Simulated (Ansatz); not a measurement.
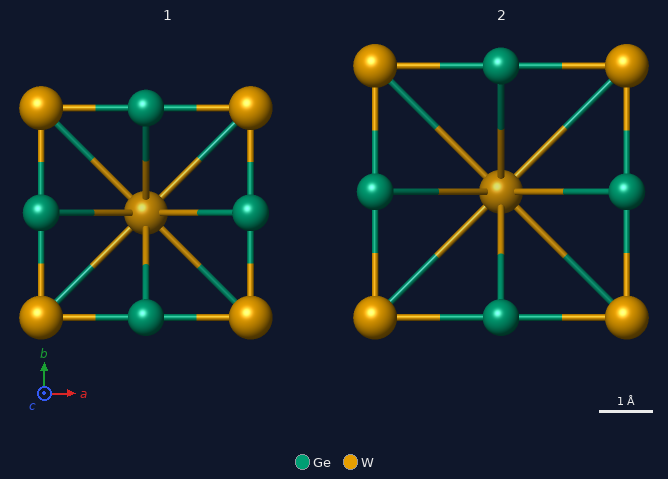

Two geometries of a crystal of Ge3W2 (a generated structure, set up in Pm-3m) (coarse preliminary run), drawn at one scale. One is the start of a relaxation, the other its converged end. The picture is a ball-and-stick view of the cell of the calculation, seen along the c axis.

Level of theory: Ansatz, DFT PBE, scalar-relativistic, plane waves, PAW. Settings: plane-wave cutoff 420 eV; k-point mesh 4 × 4 × 4; occupations gaussian; smearing width 0.1 eV; no spin polarisation; cell and atoms relaxed; force threshold 0.04 eV/Å; at most 70 steps.

Which of the two is the end point?

Structure 2 is the relaxed one. No atom moves by more than 0.005 Å relative to the cell. Cell: a = b = c 4.000 → 4.805 Å (+20.1 %). Volume +73.4 %. Near-neighbour distances that change, for instance: Ge–W 2.828 → 3.398 Å, Ge–W 2.000 → 2.403 Å. The space group stays Pm-3m (No. 221). After 7 accepted moves (9 points after the start) the energy has fallen by 2808 meV per atom. All forces vanish by symmetry, so only the cell relaxes. The pressure goes from 154.03 to 0.15 GPa. At 2 points the geometry stayed and the basis and grid were re-selected for the new cell (energy shift of 80.5 meV per atom at most each time). The run took 26 s on 1 thread of Intel(R) Xeon(R) Platinum 8488C (Sapphire Rapids), on a shared host, peak memory 0.46 GiB.

Limits of the set-up: the k-point mesh is coarse for a cell with partly filled bands.
